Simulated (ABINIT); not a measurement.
## How slowly RPA converges: K2LiScF6 (Fm-3m)

How does the RPA correlation energy of K2LiScF6 (Fm-3m) approach its basis limit?

Calculated with ABINIT 10.8.3; LDA and many-body steps on it, plane waves.

## 1. The structure

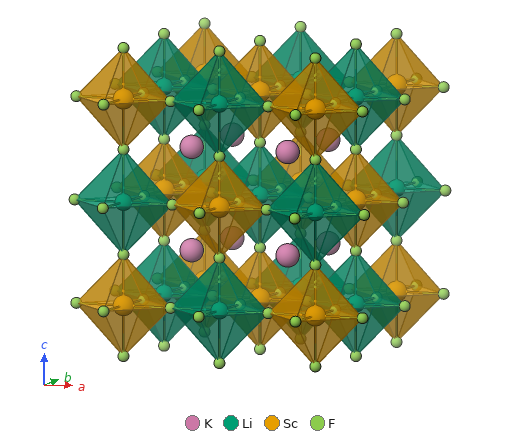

Start, viewed slightly off an axis; potassium pink, lithium teal, scandium orange, fluorine green. This picture shows the conventional cell, with its axes. Some periodic images of atoms are drawn too.

The cell and positions are those that the Materials Project relaxed with its own functionals (PBE, PBE+U or r2SCAN), kept fixed.

## 2. Empty states on the mesh, 2×2×2 mesh, 508 bands

This step: ABINIT 10.8.3; DFT, LDA, plane waves, norm-conserving pseudopotentials.

The sums over transitions need many empty states on a uniform mesh; this step solves for them.

run.abi reads:

```
acell 3*1.0 Angstrom
rprim 
  0.000000000000 4.144804000000 4.144804000000
  4.144804000000 0.000000000000 4.144804000000
  4.144804000000 4.144804000000 0.000000000000
ntypat 4
znucl 19 3 21 9
natom 10
typat 1 1 2 3 4 4 4 4 4 4
xred 
  0.250000000000 0.250000000000 0.250000000000
  0.750000000000 0.750000000000 0.750000000000
  0.500000000000 0.500000000000 0.500000000000
  -0.000000000000 -0.000000000000 -0.000000000000
  0.245587000000 0.245587000000 0.754413000000
  0.245587000000 0.754413000000 0.754413000000
  0.754413000000 0.754413000000 0.245587000000
  0.245587000000 0.754413000000 0.245587000000
  0.754413000000 0.245587000000 0.754413000000
  0.754413000000 0.245587000000 0.245587000000
pp_dirpath "pseudos"
pseudos "K.upf, Li.upf, Sc.upf, F.upf"
ecut 36
ngkpt 2 2 2
nshiftk 1
shiftk 0 0 0
kptopt 1
chksymbreak 0
iscf -2
irdden 1
istwfk *1
nband 508
nbdbuf 46
tolwfr 1e-09
nstep 60
prtvol 0
indata_prefix "in"
outdata_prefix "out"
tmpdata_prefix "tmp"
```

On the command line:

```
$ OMP_NUM_THREADS=1 mpirun -n 4 abinit run.abi > log
```

Numbers of over 12 decimals in the logs are rounded to 6 here.

What it wrote:

```text
.Version 10.8.3 of ABINIT. v10.8.2 released Aug 2026.

 Symmetries : space group Fm -3 m (#225); Bravais cF (face-center cubic)
[... echo of the input left out ...]
== DATASET  1 ==================================================================
-   mpi_nproc: 4, omp_nthreads: 1 (-1 if OMP is not activated)
-    --> not optimal distribution: autoparal keyword recommended in input file <--

--- !DatasetInfo
iteration_state: {dtset: 1, }
dimensions: {natom: 10, nkpt: 3, mband: 508, nsppol: 1, nspinor: 1, nspden: 1, mpw: 9922, }
cutoff_energies: {ecut:  36.0, pawecutdg:  -1.0, }
electrons: {nelect:   7.40000000E+01, charge:   0.00000000E+00, occopt:   1.00000000E+00, tsmear:   1.00000000E-02, }

 Real(R)+Recip(G) space primitive vectors, cartesian coordinates (Bohr,Bohr^-1):
 R(1)=  0.0000000  7.8325444  7.8325444  G(1)= -0.0638362  0.0638362  0.0638362
 R(2)=  7.8325444  0.0000000  7.8325444  G(2)=  0.0638362 -0.0638362  0.0638362
 R(3)=  7.8325444  7.8325444  0.0000000  G(3)=  0.0638362  0.0638362 -0.0638362
 Unit cell volume ucvol=  9.6103365E+02 bohr^3
 Angles (23,13,12)=  6.00000000E+01  6.00000000E+01  6.00000000E+01 degrees

 getcut: wavevector=  0.0000  0.0000  0.0000  ngfft=  60  60  60
         ecut(hartree)=     36.000   => boxcut(ratio)=   2.00547

--- Pseudopotential description ------------------------------------------------
- K Generated using ONCVPSP code by D. R. Hamann
- 19.00000   9.00000  180309                  znucl, zion, pspdat
12 -1012 2 -1 2170                            pspcod,pspxc,lmax,lloc,mmax
     nproj     2     2     2
  pspatm : epsatm=    8.21740868
         --- l  ekb(1:nproj) -->
             0   10.940065    0.829722
             1    4.437415    0.568178
             2   -3.386874   -1.066382
 pspatm: atomic psp has been read  and splines computed

- Li Generated using ONCVPSP code by D. R. Hamann
-  3.00000   3.00000  180309                  znucl, zion, pspdat
12 -1012 1 -1 1944                            pspcod,pspxc,lmax,lloc,mmax
     nproj     2     2     0
  pspatm : epsatm=    2.61415252
         --- l  ekb(1:nproj) -->
[...]
pspatm: atomic psp has been read  and splines computed

- Sc Generated using ONCVPSP code by D. R. Hamann
- 21.00000  11.00000  180309                  znucl, zion, pspdat
12 -1012 2 -1 1622                            pspcod,pspxc,lmax,lloc,mmax
     nproj     2     2     2
  pspatm : epsatm=   13.66101860
         --- l  ekb(1:nproj) -->
[...]
pspatm: atomic psp has been read  and splines computed

- F Generated using ONCVPSP code by D. R. Hamann
-  9.00000   7.00000  201202                  znucl, zion, pspdat
12 -1012 2 -1 824                             pspcod,pspxc,lmax,lloc,mmax
     nproj     2     2     1
  pspatm : epsatm=    4.94580260
         --- l  ekb(1:nproj) -->
[...]
2   -2.364936
[...]
5.60E-05  6.17E-05  1.09E-05  1.18E-03
 -1.6839E+00 -1.4809E+00 -9.4878E-01 -9.4747E-01 -9.1817E-01 -9.1817E-01
 -9.1817E-01 -7.2250E-01 -7.1040E-01 -7.1040E-01 -6.9959E-01 -6.9959E-01
 -6.9959E-01 -3.5401E-01 -3.5401E-01 -3.5401E-01 -3.4883E-01 -3.4883E-01
[...]
4.3997E+00  4.3997E+00  4.4274E+00  4.4278E+00  4.4284E+00  4.4310E+00
  4.4316E+00  4.4324E+00  4.4395E+00  4.4396E+00  4.4400E+00  4.4401E+00
  4.4407E+00  4.4420E+00  4.4434E+00  4.4476E+00
 prteigrs : prtvol=0 or 1, do not print more k-points.

--- !ResultsGS
iteration_state: {dtset: 1, }
comment   : Summary of ground state results
lattice_vectors:
- [  0.0000000,   7.8325444,   7.8325444, ]
- [  7.8325444,   0.0000000,   7.8325444, ]
- [  7.8325444,   7.8325444,   0.0000000, ]
lattice_lengths: [  11.07689,   11.07689,   11.07689, ]
lattice_angles: [ 60.000,  60.000,  60.000, ] # degrees, (23, 13, 12)
lattice_volume:   9.6103365E+02
convergence: {deltae:  0.000E+00, res2:  0.000E+00, residm:  9.984E-10, diffor:  0.000E+00, }
etotal    :  -2.63507218E+02
entropy   :   0.00000000E+00
fermie    :  -1.58180315E-02
cartesian_stress_tensor: null
pressure_GPa: null
xred      :
- [  2.5000E-01,   2.5000E-01,   2.5000E-01,  K]
- [  7.5000E-01,   7.5000E-01,   7.5000E-01,  K]
- [  5.0000E-01,   5.0000E-01,   5.0000E-01, Li]
- [  0.0000E+00,   0.0000E+00,   0.0000E+00, Sc]
- [  2.4559E-01,   2.4559E-01,   7.5441E-01,  F]
- [  2.4559E-01,   7.5441E-01,   7.5441E-01,  F]
- [  7.5441E-01,   7.5441E-01,   2.4559E-01,  F]
- [  2.4559E-01,   7.5441E-01,   2.4559E-01,  F]
- [  7.5441E-01,   2.4559E-01,   7.5441E-01,  F]
- [  7.5441E-01,   2.4559E-01,   2.4559E-01,  F]
cartesian_forces: null
force_length_stats: {min: null, max: null, mean: null, }

 Integrated electronic density in atomic spheres:
 ------------------------------------------------
 Atom  Sphere_radius  Integrated_density
[...]
================================================================================

 ----iterations are completed or convergence reached----

 Mean square residual over all n,k,spin=   37.052E-11; max=  99.836E-11
 reduced coordinates (array xred) for   10 atoms
[...]
0.754413000000      0.245587000000      0.754413000000
       0.754413000000      0.245587000000      0.245587000000

 cartesian coordinates (angstrom) at end:
    1      2.072402     2.072402     2.072402
[...]
10      2.035820     4.144804     4.144804
 length scales=  1.889726125908  1.889726125908  1.889726125908 bohr
              =  1.000000000000  1.000000000000  1.000000000000 angstroms
 prteigrs : about to open file out_EIG
 Eigenvalues (hartree) for nkpt=   3  k points:
 kpt#   1, nband=508, wtk=  0.12500, kpt=  0.0000  0.0000  0.0000 (reduced coord)
[...]
4.38844    4.38848    4.38859    4.39960    4.39967    4.39968    4.42744    4.42777
   4.42835    4.43098    4.43164    4.43244    4.43953    4.43960    4.44003    4.44007
   4.44072    4.44205    4.44342    4.44755
 prteigrs : prtvol=0 or 1, do not print more k-points.

== END DATASET(S) ==============================================================
================================================================================

 -outvars: echo values of variables after computation  --------
            nband         508
             nkpt           3
          spgroup         225
 [... the other variables as echoed above ...]

 Calculation completed.
```

Wall time 11 min (4 MPI ranks of Intel Xeon Platinum 8375C at 2.90GHz (Ice Lake), shared host); peak memory 0.7 GiB.

Numbers from this step:

```yaml
gap: 6.751 eV
k_of_the_valence_top: 0, 0, 0
k_of_the_conduction_bottom: 0, 0, 0
least_direct_gap: 6.751 eV
k_points_computed: 3
lowest_point_of_the_top_converged_band_above_the_valence_top: 115.0223 eV
```

On this mesh the gap is 6.751 eV.

The density comes from a self-consistent run that is not shown.

## 3. RPA energy: 2×2×2 mesh, 106 bands, screening to 43.5 eV

The RPA dielectric matrix is built and inverted for each q.

This step: RPA screening on LDA, plane waves, norm-conserving pseudopotentials.

run.abi: that of step 2 with these lines changed.

```diff
@@ -28,10 +28,15 @@
 chksymbreak 0
-iscf -2
-irdden 1
 istwfk *1
-nband 508
-nbdbuf 46
-tolwfr 1e-09
-nstep 60
-prtvol 0
+occopt 1
+irdwfk 1
+optdriver 3
+nband 106
+ecuteps 1.6
+inclvkb 2
+awtr 1
+symchi 1
+gwcalctyp 1
+nfreqre 0
+nfreqim 8
+gwrpacorr 1
 indata_prefix "in"
```

What it wrote:

```text
.Version 10.8.3 of ABINIT. v10.8.2 released Aug 2026.

 Symmetries : space group Fm -3 m (#225); Bravais cF (face-center cubic)
[... echo of the input left out ...]
== DATASET  1 ==================================================================
-   mpi_nproc: 4, omp_nthreads: 1 (-1 if OMP is not activated)

--- !DatasetInfo
iteration_state: {dtset: 1, }
dimensions: {natom: 10, nkpt: 3, mband: 106, nsppol: 1, nspinor: 1, nspden: 1, mpw: 9922, }
cutoff_energies: {ecut:  36.0, pawecutdg:  -1.0, }
electrons: {nelect:   7.40000000E+01, charge:   0.00000000E+00, occopt:   1.00000000E+00, tsmear:   1.00000000E-02, }

 SCREENING: Calculation of the susceptibility and dielectric matrices

 Based on a program developped by R.W. Godby, V. Olevano, G. Onida, and L. Reining.
 Incorporated in ABINIT by V. Olevano, G.-M. Rignanese, and M. Torrent.
.Using double precision arithmetic ; gwpc =  8

[... cell and pseudopotentials left out ...]
--------------------------------------------------------------------------------

 ==== K-mesh for the wavefunctions ====
 Number of points in the irreducible wedge :     3
[... list of points left out ...]
 Together with 48 symmetry operations and time-reversal symmetry
 yields     8 points in the full Brillouin Zone.

 ==== Q-mesh for the screening function ====
 Number of points in the irreducible wedge :     3
[... list of points left out ...]
 Together with 48 symmetry operations and time-reversal symmetry
 yields     8 points in the full Brillouin Zone.

 setmesh: FFT mesh size selected  =    36x   36x   36
          total number of points  =        46656

 vcoul_init : cutoff-mode = AUXILIARY_FUNCTION
 q-points for optical limit:   1
     1)      0.000010    0.000020    0.000030

- screening: taking advantage of time-reversal symmetry
- Maximum band index for partially occupied states nbvw = 37
- Remaining bands to be divided among processors   nbcw = 69
- Number of bands treated by each node ~17

 Number of electrons calculated from density =   74.0000; Expected =   74.0000
 average of density, n =  0.077000
 r_s =    1.4582
 omega_plasma =   26.7672 [eV]

 calculating chi0 at frequencies [eV] :
  1    0.000000E+00    0.000000E+00
  2    0.000000E+00    1.343289E+03
  3    0.000000E+00    2.404413E+02
[...]
8    0.000000E+00    3.079585E+00
  9    0.000000E+00    5.512287E-01

--------------------------------------------------------------------------------
  q-point number  1        q = ( 0.000000, 0.000000, 0.000000) [r.l.u.]
--------------------------------------------------------------------------------
[... chi0 elements left out ...]
  [... further frequencies ...]

 For q-point:  0.000010 0.000020 0.000030
  dielectric constant =   2.1596
  dielectric constant without local fields =   2.3356

  Average fulfillment of the sum rule on Im[epsilon] for q-point    1 :     35.19  [%]
[... wings left out ...]
  q-point number  2        q = ( 0.500000, 0.000000, 0.000000) [r.l.u.]
--------------------------------------------------------------------------------
[... chi0 elements left out ...]
  [... further frequencies ...]

  Average fulfillment of the sum rule on Im[epsilon] for q-point    2 :     40.24  [%]

 [... 1 further q-points ...]
```

The job ended after 60 s (4 MPI ranks; peak memory 1.4 GiB; 4 min of CPU time).

Numbers from this step:

```
ε∞ with local fields, on this mesh, along the program's q direction : 2.160
the same without local fields                                       : 2.336
plasma frequency                                                    : 26.77 eV
plane waves in the screening matrix                                 : 89
RPA correlation energy                                              : -17.50 eV
```

Local fields lower ε∞ by 8 %. On a Γ-centred mesh this coarse the value itself is usually too large, while a short band sum pulls it down.

## 4. RPA energy: 2×2×2 mesh, 187 bands, screening to 70.7 eV

run.abi: that of step 3 with these lines changed.

```diff
@@ -32,4 +32,4 @@
 optdriver 3
-nband 106
-ecuteps 1.6
+nband 187
+ecuteps 2.6
 inclvkb 2
```

What it wrote:

```text
.Version 10.8.3 of ABINIT. v10.8.2 released Aug 2026.

 Symmetries : space group Fm -3 m (#225); Bravais cF (face-center cubic)
[... echo of the input left out ...]
== DATASET  1 ==================================================================
-   mpi_nproc: 4, omp_nthreads: 1 (-1 if OMP is not activated)

--- !DatasetInfo
iteration_state: {dtset: 1, }
dimensions: {natom: 10, nkpt: 3, mband: 187, nsppol: 1, nspinor: 1, nspden: 1, mpw: 9922, }
cutoff_energies: {ecut:  36.0, pawecutdg:  -1.0, }
electrons: {nelect:   7.40000000E+01, charge:   0.00000000E+00, occopt:   1.00000000E+00, tsmear:   1.00000000E-02, }

 SCREENING: Calculation of the susceptibility and dielectric matrices

 Based on a program developped by R.W. Godby, V. Olevano, G. Onida, and L. Reining.
 Incorporated in ABINIT by V. Olevano, G.-M. Rignanese, and M. Torrent.
.Using double precision arithmetic ; gwpc =  8

[... cell and pseudopotentials left out ...]
--------------------------------------------------------------------------------

 ==== K-mesh for the wavefunctions ====
 Number of points in the irreducible wedge :     3
[...]
- Number of bands treated by each node ~37

 Number of electrons calculated from density =   74.0000; Expected =   74.0000
 average of density, n =  0.077000
 r_s =    1.4582
 omega_plasma =   26.7672 [eV]

 calculating chi0 at frequencies [eV] :
  1    0.000000E+00    0.000000E+00
  2    0.000000E+00    1.343289E+03
  3    0.000000E+00    2.404413E+02
[...]
8    0.000000E+00    3.079585E+00
  9    0.000000E+00    5.512287E-01

--------------------------------------------------------------------------------
  q-point number  1        q = ( 0.000000, 0.000000, 0.000000) [r.l.u.]
--------------------------------------------------------------------------------
[... chi0 elements left out ...]
  [... further frequencies ...]

 For q-point:  0.000010 0.000020 0.000030
  dielectric constant =   2.1741
  dielectric constant without local fields =   2.3878

  Average fulfillment of the sum rule on Im[epsilon] for q-point    1 :     52.52  [%]
[... wings left out ...]
  q-point number  2        q = ( 0.500000, 0.000000, 0.000000) [r.l.u.]
--------------------------------------------------------------------------------
[... chi0 elements left out ...]
  [... further frequencies ...]

  Average fulfillment of the sum rule on Im[epsilon] for q-point    2 :     56.62  [%]

 [... 1 further q-points ...]
```

Run time: 2.2 min. Hardware: 4 MPI ranks; peak memory 1.9 GiB; 8.8 min of CPU time.

Numbers from this step:

| Property | Result |
| --- | --- |
| ε∞ with local fields, on this mesh, along the program's q direction | 2.174 |
| the same without local fields | 2.388 |
| plasma frequency | 26.77 eV |
| plane waves in the screening matrix | 181 |
| RPA correlation energy | -34.66 eV |

(Part 1 of 2 ends here.)

[Paths, hosts, dates, memory and timing lines, banners, echoed tables and standing remarks are left out of the program output.]

[Logs are printed without paths, hosts, clocks, repeated set-up lines and the standing remarks that a program may print on its own settings, such as how far it seeks lower states.]

[Runs of the session that timed out or met a known fault of the program may be left out.]

[Hosts, paths, dates, database ids (printed as entryN), source tags and the programs' standing remarks are cut or masked in the printed files.]

[G0W0 gaps are taken among the corrected bands and points alone; a level outside them can change the order at an edge.]

[Where Ansatz stands beside ABINIT at settings called matched, ABINIT's density can come from a denser mesh and the files from another edition; pairs whose starting gaps differed by over 0.03 eV were left out, so agreement reads better than it is.]
